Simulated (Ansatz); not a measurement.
Consider BrF3Ge.

Input

```
crystal:
  periodic: [false, false, false]
  atoms:
    - {symbol: Br, position_ang: [0.484759, 0.422536, 0.363258]}
    - {symbol: F, position_ang: [-1.287638, -2.021289, -0.923755]}
    - {symbol: F, position_ang: [-2.373313, 0.480250, -1.248540]}
    - {symbol: F, position_ang: [-0.215145, -0.287240, -2.763515]}
    - {symbol: Ge, position_ang: [-0.900730, -0.382173, -1.202957]}
basis:
  gaussian:
    orbitals: def2-TZVPD
hamiltonian:
  xc: {name: PBE0}
output:
  forces: true
  orbitals: {seedname: orbitals}
```

Launched as:

```sh
ansatz run input.yaml --threads 2 --pin off --max-ram 5220MiB --events-out events.jsonl --progress --plain --runs-dir runs
```

Geometry: PBE0-D4/def2-SVP.

The calculation used isolated molecule in a Gaussian basis; Kohn-Sham density functional theory, functional PBE0 (Ansatz).

Predict the electron density and electron localisation function between the atoms.

Ge–F (1.71 Å): ρ at the midpoint is about 1.1 e/Å³; the ELF peaks at about 0.80 in the valence shell of F, 0.5 Å from its nucleus, and is about 0.30 at the midpoint.
Ge–Br (2.24 Å): ρ at the midpoint is about 0.78 e/Å³; the ELF peaks at about 0.80 in the valence shell of Br, 1.0 Å from its nucleus, and is about 0.75 at the midpoint.

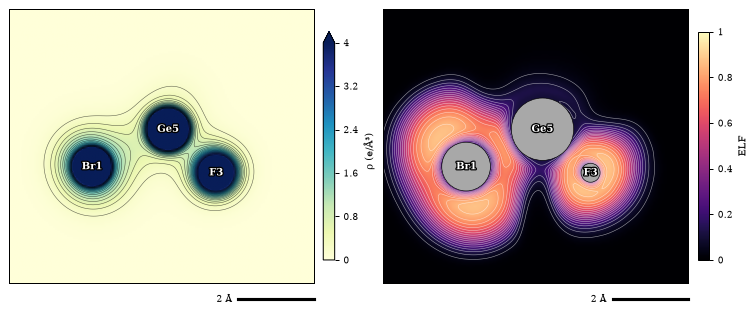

Computed electron density and electron localisation function on the plane of atoms Br1, Ge5 and F3, in this order. Grey discs cover the atomic cores in the ELF map. 
